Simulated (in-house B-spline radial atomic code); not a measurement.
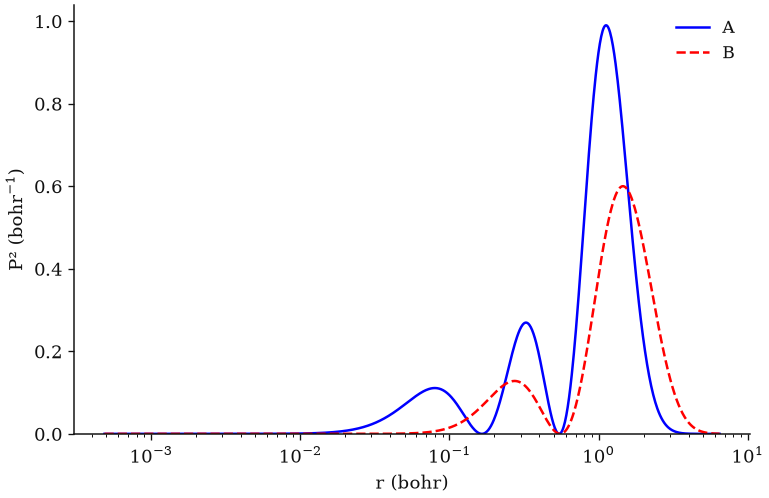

Nb²⁺ (Z = 41, 39 electrons) in the configuration [Kr] 4d3 (high spin). Computed with an in-house B-spline radial code: scalar-relativistic (spin-free one-electron X2C) LDA (Slater, VWN5), spin-polarised, spherical fractional occupations, Fermi nucleus, basis-set limit. Radial functions and radii carry no picture-change correction.

```
Z = 41
electrons = 39.0
configuration = [Kr] 4d3
hamiltonian = x2c
method = lda,vwn
spin_polarised = True
nucleus = fermi
rms_radius = 4.324
mass_number = 93
atomic_mass = 92.90637317
speed_of_light = 137.035999084
```

The plot shows the radial probability densities P² of 4d up and 4p up.

Which curve belongs to which orbital?

A is 4p up; B is 4d up. 4p up: outer maximum at 1.12 bohr, ⟨r⟩ = 1.29 bohr, 2 nodes, eigenvalue −52.7 eV; 4d up: outer maximum at 1.45 bohr, ⟨r⟩ = 1.84 bohr, 1 node, eigenvalue −20.1 eV.
